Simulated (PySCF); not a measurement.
## Geometry relaxation, with input and output: C₃H₄Si (part 4 of 4)

C₃H₄Si, multiplicity 3; HF/6-31G*, UHF (PySCF 2.14.0). The geometry comes from this level: GFN2-xTB.

Geometry of the input (Å):
```
C  0.0789  1.4717  -2.2565
C  0.0534  0.7868  -1.2116
C  0.0292  0.0838  -0.1393
Si -0.0482  -0.9041  1.3859
H  0.0919  2.0482  -3.1317
H  -0.7742  -0.1424  2.4095
H  1.3193  -1.1822  1.8410
H  -0.7503  -2.1619  1.1026
```

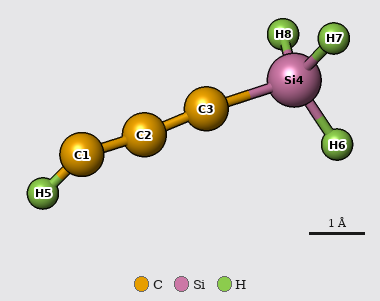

**Figure 1.** The geometry at step 14 of the log (ball-and-stick view, seen at an oblique angle; atoms are numbered from 1 in the order of the input).

```
Step   27 : Displace = 2.023e-05/3.309e-05 (rms/max) Trust = 3.000e-01 (=) Grad = 2.344e-06/4.489e-06 (rms/max) E (change) = -404.7318047540 (-2.485e-10) Quality = 1.756
Hessian Eigenvalues: 1.95034e-02 3.32391e-02 4.97840e-02 ... 4.05614e-01 4.46572e-01 7.86672e-01
Converged! =D

converged: True
C           0.27240352        1.45690955       -2.31993653
C           0.10197716        0.78240340       -1.22560156
C           0.07921094        0.08036190       -0.15513635
Si         -0.05475928       -0.90101665        1.38358834
H          -0.12875457        2.07949145       -3.08142765
H          -0.79367797       -0.13158936        2.39940658
H           1.29423628       -1.20746425        1.88865591
H          -0.77063608       -2.15910604        1.11046127

WARN: HOMO -0.114450756826094 >= LUMO -0.129856422721788

converged SCF energy = -404.731804753956  <S^2> = 2.4174073  2S+1 = 3.2664398
total energy: -404.73180475 hartree
```

Trajectory as extended XYZ (Å, eV, eV/Å), 26 of the 28 frames kept, from step=0 to step=27
```
8
Properties=species:S:1:pos:R:3:forces:R:3 step=0 energy=-11013.25896
C     0.0789    1.4717   -2.2565    0.0333   0.6324  -0.9700
C     0.0534    0.7868   -1.2116   -0.0201  -0.3066   0.4736
C     0.0292    0.0838   -0.1393   -0.0132  -0.4176   0.6349
Si   -0.0482   -0.9041    1.3859    0.0063   0.0611  -0.0966
H     0.0919    2.0482   -3.1317    0.0053   0.2292  -0.3484
H    -0.7742   -0.1424    2.4095   -0.0444  -0.0075   0.1370
H     1.3193   -1.1822    1.8410    0.0750  -0.0687   0.1066
H    -0.7503   -2.1619    1.1026   -0.0422  -0.1222   0.0629
8
Properties=species:S:1:pos:R:3:forces:R:3 step=1 energy=-11013.28727
C     0.0802    1.4915   -2.2868    0.0093   0.0569  -0.0904
C     0.0525    0.7964   -1.2254   -0.0103  -0.1176   0.1835
C     0.0278    0.0855   -0.1411   -0.0016   0.0575  -0.0868
Si   -0.0483   -0.9085    1.3927    0.0029   0.0107  -0.0170
H     0.0948    2.0734   -3.1713   -0.0023  -0.0261   0.0402
H    -0.7741   -0.1610    2.4359    0.0106  -0.0077  -0.0183
H     1.3172   -1.1990    1.8664   -0.0190   0.0066  -0.0107
H    -0.7501   -2.1782    1.1297    0.0103   0.0198  -0.0004
8
Properties=species:S:1:pos:R:3:forces:R:3 step=2 energy=-11013.28767
C     0.0805    1.4903   -2.2852    0.0077   0.0212  -0.0357
C     0.0515    0.7951   -1.2229   -0.0054  -0.0561   0.0880
C     0.0266    0.0853   -0.1403   -0.0030   0.0344  -0.0512
Si   -0.0484   -0.9078    1.3916    0.0028   0.0020  -0.0042
H     0.0958    2.0715   -3.1689   -0.0022   0.0003   0.0005
H    -0.7734   -0.1606    2.4340   -0.0012   0.0012   0.0018
H     1.3168   -1.1973    1.8635    0.0024  -0.0006   0.0010
H    -0.7493   -2.1765    1.1281   -0.0011  -0.0022  -0.0003
8
Properties=species:S:1:pos:R:3:forces:R:3 step=3 energy=-11013.28775
C     0.0810    1.4900   -2.2850    0.0066   0.0034  -0.0082
C     0.0506    0.7947   -1.2218   -0.0012  -0.0077   0.0126
C     0.0252    0.0858   -0.1402   -0.0050   0.0049  -0.0056
Si   -0.0485   -0.9075    1.3912    0.0026  -0.0027   0.0030
H     0.0967    2.0710   -3.1687   -0.0028   0.0032  -0.0035
H    -0.7732   -0.1608    2.4343   -0.0005   0.0002   0.0009
H     1.3172   -1.1966    1.8623    0.0008  -0.0004   0.0006
H    -0.7491   -2.1766    1.1279   -0.0005  -0.0009   0.0002
8
Properties=species:S:1:pos:R:3:forces:R:3 step=4 energy=-11013.28776
C     0.0816    1.4900   -2.2852    0.0064  -0.0025   0.0009
C     0.0502    0.7947   -1.2216   -0.0002   0.0035  -0.0049
C     0.0242    0.0861   -0.1402   -0.0054  -0.0008   0.0033
Si   -0.0485   -0.9075    1.3913    0.0024  -0.0013   0.0010
H     0.0972    2.0710   -3.1690   -0.0032   0.0013  -0.0006
H    -0.7730   -0.1612    2.4348   -0.0003   0.0003   0.0003
H     1.3174   -1.1963    1.8618    0.0005  -0.0001   0.0001
H    -0.7489   -2.1768    1.1282   -0.0003  -0.0004  -0.0001
8
Properties=species:S:1:pos:R:3:forces:R:3 step=5 energy=-11013.28778
C     0.0830    1.4899   -2.2856    0.0068  -0.0084   0.0096
C     0.0495    0.7949   -1.2215    0.0005   0.0133  -0.0203
C     0.0221    0.0866   -0.1401   -0.0054  -0.0057   0.0109
Si   -0.0487   -0.9076    1.3914    0.0021   0.0007  -0.0018
H     0.0978    2.0710   -3.1694   -0.0040  -0.0007   0.0029
H    -0.7728   -0.1619    2.4358    0.0003  -0.0002  -0.0007
H     1.3178   -1.1957    1.8608   -0.0005   0.0003  -0.0004
H    -0.7487   -2.1772    1.1286    0.0003   0.0007  -0.0001
8
Properties=species:S:1:pos:R:3:forces:R:3 step=6 energy=-11013.28782
C     0.0877    1.4891   -2.2865    0.0091  -0.0185   0.0239
C     0.0478    0.7952   -1.2212    0.0005   0.0300  -0.0460
C     0.0157    0.0881   -0.1396   -0.0043  -0.0145   0.0240
Si   -0.0493   -0.9076    1.3917    0.0010   0.0046  -0.0073
H     0.0991    2.0711   -3.1700   -0.0065  -0.0040   0.0092
H    -0.7720   -0.1640    2.4386    0.0013  -0.0008  -0.0023
H     1.3190   -1.1937    1.8573   -0.0022   0.0008  -0.0013
H    -0.7479   -2.1782    1.1298    0.0012   0.0024  -0.0002
8
Properties=species:S:1:pos:R:3:forces:R:3 step=8 energy=-11013.28825
C     0.1090    1.4840   -2.2883    0.0275  -0.0221   0.0212
C     0.0441    0.7957   -1.2204   -0.0141   0.0326  -0.0442
C    -0.0077    0.0928   -0.1372    0.0064  -0.0163   0.0226
Si   -0.0519   -0.9068    1.3916   -0.0034   0.0031  -0.0033
H     0.0986    2.0705   -3.1684   -0.0163   0.0056  -0.0008
H    -0.7694   -0.1702    2.4466   -0.0010   0.0005   0.0023
H     1.3224   -1.1854    1.8434    0.0019  -0.0011   0.0016
H    -0.7451   -2.1807    1.1327   -0.0009  -0.0024   0.0005
8
Properties=species:S:1:pos:R:3:forces:R:3 step=9 energy=-11013.28841
C     0.1116    1.4832   -2.2882    0.0356   0.0035  -0.0215
C     0.0476    0.7951   -1.2215   -0.0277  -0.0115   0.0297
C    -0.0042    0.0919   -0.1375    0.0116   0.0062  -0.0143
Si   -0.0519   -0.9066    1.3913   -0.0027  -0.0052   0.0089
H     0.0920    2.0716   -3.1667   -0.0163   0.0091  -0.0062
H    -0.7703   -0.1688    2.4448   -0.0012   0.0008   0.0020
H     1.3213   -1.1865    1.8456    0.0019  -0.0008   0.0012
H    -0.7460   -2.1800    1.1322   -0.0011  -0.0021   0.0002
8
Properties=species:S:1:pos:R:3:forces:R:3 step=10 energy=-11013.28867
C     0.1175    1.4817   -2.2888    0.0495   0.0319  -0.0713
C     0.0537    0.7941   -1.2231   -0.0484  -0.0648   0.1214
C     0.0024    0.0902   -0.1382    0.0195   0.0338  -0.0605
Si   -0.0519   -0.9064    1.3910   -0.0022  -0.0113   0.0177
H     0.0789    2.0741   -3.1640   -0.0179   0.0113  -0.0090
H    -0.7720   -0.1662    2.4417   -0.0015   0.0014   0.0018
H     1.3192   -1.1889    1.8502    0.0024  -0.0002   0.0005
H    -0.7478   -2.1787    1.1313   -0.0015  -0.0021  -0.0006
8
Properties=species:S:1:pos:R:3:forces:R:3 step=11 energy=-11013.28967
C     0.1477    1.4751   -2.2927    0.1022   0.1542  -0.2819
C     0.0801    0.7894   -1.2298   -0.1280  -0.2824   0.4923
C     0.0325    0.0833   -0.1420    0.0509   0.1364  -0.2329
Si   -0.0520   -0.9054    1.3895   -0.0014  -0.0329   0.0495
H     0.0178    2.0831   -3.1479   -0.0231   0.0213  -0.0226
H    -0.7797   -0.1540    2.4270   -0.0021   0.0027   0.0007
H     1.3095   -1.1989    1.8697    0.0037   0.0019  -0.0023
H    -0.7558   -2.1727    1.1264   -0.0023  -0.0013  -0.0028
8
Properties=species:S:1:pos:R:3:forces:R:3 step=12 energy=-11013.29074
C     0.1824    1.4684   -2.2986    0.1324   0.2869  -0.4967
C     0.1064    0.7849   -1.2362   -0.1887  -0.5143   0.8748
C     0.0641    0.0767   -0.1469    0.0774   0.2390  -0.4022
Si   -0.0522   -0.9036    1.3869   -0.0021  -0.0523   0.0786
H    -0.0481    2.0879   -3.1239   -0.0184   0.0335  -0.0439
H    -0.7875   -0.1405    2.4104   -0.0027   0.0040  -0.0006
H     1.2990   -1.2082    1.8886    0.0050   0.0039  -0.0054
H    -0.7642   -2.1655    1.1197   -0.0030  -0.0007  -0.0047
8
Properties=species:S:1:pos:R:3:forces:R:3 step=13 energy=-11013.29461
C     0.2121    1.4640   -2.3054    0.1272   0.3308  -0.5603
C     0.1229    0.7817   -1.2393   -0.2003  -0.6073   1.0220
C     0.0873    0.0728   -0.1512    0.0824   0.2874  -0.4784
Si   -0.0524   -0.9022    1.3847   -0.0020  -0.0560   0.0839
H    -0.0980    2.0883   -3.1015   -0.0072   0.0353  -0.0523
H    -0.7931   -0.1304    2.3978   -0.0023   0.0040  -0.0024
H     1.2914   -1.2142    1.9010    0.0048   0.0049  -0.0070
H    -0.7702   -2.1600    1.1140   -0.0026   0.0009  -0.0054
8
Properties=species:S:1:pos:R:3:forces:R:3 step=14 energy=-11013.23757
C     0.3553    1.4507   -2.3481   -0.6866   0.3183  -0.1753
C     0.1715    0.7748   -1.2477    0.3797  -0.6903   0.8825
C     0.1812    0.0665   -0.1799   -0.0577   0.2051  -0.2902
Si   -0.0534   -0.8898    1.3656    0.0139  -0.0156   0.0173
H    -0.3085    2.0397   -2.9380    0.3449   0.1690  -0.4110
H    -0.8139   -0.0831    2.3361    0.0046  -0.0025  -0.0117
H     1.2617   -1.2283    1.9349   -0.0029   0.0048  -0.0083
H    -0.7939   -2.1306    1.0771    0.0041   0.0112  -0.0034
8
Properties=species:S:1:pos:R:3:forces:R:3 step=15 energy=-11013.30450
C     0.2932    1.4561   -2.3293   -0.1364   0.2070  -0.2529
C     0.1438    0.7767   -1.2387    0.0049  -0.4261   0.6508
C     0.1347    0.0694   -0.1646    0.0102   0.1935  -0.3019
Si   -0.0533   -0.8980    1.3783    0.0090  -0.0127   0.0148
H    -0.2086    2.0744   -3.0339    0.1089   0.0254  -0.0894
H    -0.8044   -0.1085    2.3701    0.0032  -0.0012  -0.0100
H     1.2772   -1.2229    1.9201   -0.0028   0.0047  -0.0078
H    -0.7827   -2.1472    1.0980    0.0030   0.0094  -0.0035
8
Properties=species:S:1:pos:R:3:forces:R:3 step=16 energy=-11013.30582
C     0.2419    1.4658   -2.3197    0.0541  -0.2581   0.3684
C     0.0912    0.7827   -1.2195   -0.0039   0.4062  -0.6179
C     0.0774    0.0799   -0.1525   -0.0189  -0.1286   0.2020
Si   -0.0534   -0.9057    1.3899    0.0117   0.0602  -0.0933
H    -0.0946    2.0898   -3.1138   -0.0457  -0.0849   0.1494
H    -0.7917   -0.1374    2.4077    0.0066  -0.0063  -0.0091
H     1.2976   -1.2104    1.8919   -0.0105   0.0002  -0.0011
H    -0.7685   -2.1647    1.1161    0.0066   0.0112   0.0015
8
Properties=species:S:1:pos:R:3:forces:R:3 step=17 energy=-11013.31292
C     0.2572    1.4599   -2.3184    0.0457  -0.0159   0.0032
C     0.1094    0.7804   -1.2265   -0.0376   0.0145  -0.0030
C     0.0950    0.0760   -0.1558    0.0020   0.0021  -0.0052
Si   -0.0531   -0.9019    1.3842    0.0062   0.0033  -0.0074
H    -0.1311    2.0835   -3.0853   -0.0161  -0.0050   0.0142
H    -0.7956   -0.1270    2.3934    0.0012  -0.0011  -0.0009
H     1.2909   -1.2136    1.8996   -0.0024   0.0008  -0.0013
H    -0.7727   -2.1574    1.1087    0.0010   0.0012   0.0005
8
Properties=species:S:1:pos:R:3:forces:R:3 step=18 energy=-11013.31334
C     0.2694    1.4578   -2.3207   -0.0007   0.0073  -0.0106
C     0.1108    0.7802   -1.2265   -0.0026  -0.0021   0.0054
C     0.0994    0.0760   -0.1574   -0.0075  -0.0049   0.0099
Si   -0.0533   -0.9009    1.3827    0.0054   0.0000  -0.0024
H    -0.1450    2.0806   -3.0750    0.0050  -0.0003  -0.0023
H    -0.7967   -0.1244    2.3900    0.0001  -0.0003  -0.0001
H     1.2893   -1.2137    1.9004    0.0002   0.0000  -0.0001
H    -0.7739   -2.1556    1.1064    0.0001   0.0002   0.0002
8
Properties=species:S:1:pos:R:3:forces:R:3 step=19 energy=-11013.31339
C     0.2682    1.4579   -2.3203    0.0046  -0.0029   0.0026
C     0.1082    0.7808   -1.2260   -0.0014   0.0054  -0.0070
C     0.0960    0.0766   -0.1567   -0.0076  -0.0017   0.0054
Si   -0.0534   -0.9010    1.3831    0.0047  -0.0005  -0.0013
H    -0.1401    2.0808   -3.0777   -0.0004  -0.0002   0.0001
H    -0.7960   -0.1259    2.3919    0.0000  -0.0002   0.0001
H     1.2903   -1.2128    1.8986    0.0001   0.0000  -0.0001
H    -0.7732   -2.1564    1.1073    0.0000   0.0000   0.0001
8
Properties=species:S:1:pos:R:3:forces:R:3 step=21 energy=-11013.31343
C     0.2694    1.4574   -2.3198    0.0013  -0.0009   0.0016
C     0.1025    0.7823   -1.2255    0.0077  -0.0024  -0.0006
C     0.0873    0.0786   -0.1557   -0.0086   0.0044  -0.0027
Si   -0.0539   -0.9011    1.3834    0.0023  -0.0013   0.0010
H    -0.1318    2.0802   -3.0810   -0.0026   0.0001   0.0008
H    -0.7946   -0.1292    2.3962   -0.0001   0.0001   0.0000
H     1.2927   -1.2101    1.8933    0.0000   0.0000   0.0000
H    -0.7715   -2.1580    1.1091   -0.0001   0.0000  -0.0001
8
Properties=species:S:1:pos:R:3:forces:R:3 step=22 energy=-11013.31344
C     0.2706    1.4571   -2.3198   -0.0009   0.0029  -0.0032
C     0.1013    0.7826   -1.2255    0.0085  -0.0070   0.0060
C     0.0841    0.0793   -0.1554   -0.0074   0.0046  -0.0035
Si   -0.0542   -0.9011    1.3835    0.0014  -0.0007   0.0005
H    -0.1299    2.0799   -3.0814   -0.0015   0.0001   0.0004
H    -0.7941   -0.1303    2.3976    0.0000   0.0001  -0.0001
H     1.2934   -1.2090    1.8914    0.0000   0.0000   0.0000
H    -0.7711   -2.1585    1.1097    0.0000   0.0000  -0.0001
8
Properties=species:S:1:pos:R:3:forces:R:3 step=23 energy=-11013.31346
C     0.2719    1.4568   -2.3198   -0.0023   0.0053  -0.0064
C     0.1008    0.7827   -1.2255    0.0062  -0.0086   0.0096
C     0.0805    0.0801   -0.1552   -0.0042   0.0033  -0.0029
Si   -0.0546   -0.9011    1.3836    0.0004   0.0001  -0.0003
H    -0.1285    2.0796   -3.0816   -0.0001  -0.0001  -0.0001
H    -0.7937   -0.1313    2.3990    0.0001   0.0001  -0.0001
H     1.2941   -1.2078    1.8893   -0.0001  -0.0001   0.0001
H    -0.7707   -2.1590    1.1103    0.0000   0.0000   0.0000
8
Properties=species:S:1:pos:R:3:forces:R:3 step=24 energy=-11013.31346
C     0.2726    1.4568   -2.3199   -0.0016   0.0036  -0.0043
C     0.1013    0.7826   -1.2256    0.0023  -0.0050   0.0061
C     0.0788    0.0804   -0.1551   -0.0011   0.0012  -0.0011
Si   -0.0548   -0.9010    1.3836   -0.0001   0.0004  -0.0006
H    -0.1282    2.0795   -3.0815    0.0005  -0.0001  -0.0002
H    -0.7936   -0.1318    2.3996    0.0001   0.0000   0.0000
H     1.2944   -1.2073    1.8884   -0.0001  -0.0001   0.0001
H    -0.7705   -2.1592    1.1106    0.0001   0.0000   0.0000
8
Properties=species:S:1:pos:R:3:forces:R:3 step=25 energy=-11013.31347
C     0.2725    1.4569   -2.3199   -0.0004   0.0011  -0.0010
C     0.1018    0.7824   -1.2256    0.0002  -0.0012   0.0014
C     0.0789    0.0804   -0.1551    0.0000   0.0001   0.0000
Si   -0.0548   -0.9010    1.3836   -0.0001   0.0002  -0.0003
H    -0.1286    2.0795   -3.0814    0.0002  -0.0001  -0.0001
H    -0.7936   -0.1317    2.3995    0.0000   0.0000   0.0000
H     1.2943   -1.2073    1.8885    0.0000   0.0000   0.0000
H    -0.7706   -2.1592    1.1105    0.0000   0.0000   0.0000
8
Properties=species:S:1:pos:R:3:forces:R:3 step=26 energy=-11013.31347
C     0.2724    1.4569   -2.3199    0.0000   0.0003   0.0000
C     0.1020    0.7824   -1.2256   -0.0001  -0.0002   0.0001
C     0.0792    0.0804   -0.1551    0.0001   0.0001   0.0000
Si   -0.0548   -0.9010    1.3836    0.0000   0.0000  -0.0001
H    -0.1287    2.0795   -3.0814    0.0000  -0.0001  -0.0001
H    -0.7937   -0.1316    2.3994    0.0000   0.0000   0.0000
H     1.2942   -1.2074    1.8886    0.0000   0.0000   0.0000
H    -0.7706   -2.1591    1.1105    0.0000   0.0000   0.0000
8
Properties=species:S:1:pos:R:3:forces:R:3 step=27 energy=-11013.31347
C     0.2724    1.4569   -2.3199    0.0001   0.0002   0.0001
C     0.1020    0.7824   -1.2256   -0.0001  -0.0001  -0.0001
C     0.0792    0.0804   -0.1551    0.0000   0.0001   0.0001
Si   -0.0548   -0.9010    1.3836    0.0000   0.0000   0.0000
H    -0.1288    2.0795   -3.0814    0.0000  -0.0001   0.0000
H    -0.7937   -0.1316    2.3994    0.0000   0.0000   0.0000
H     1.2942   -1.2075    1.8887    0.0000   0.0000   0.0000
H    -0.7706   -2.1591    1.1105    0.0000   0.0000   0.0000
```
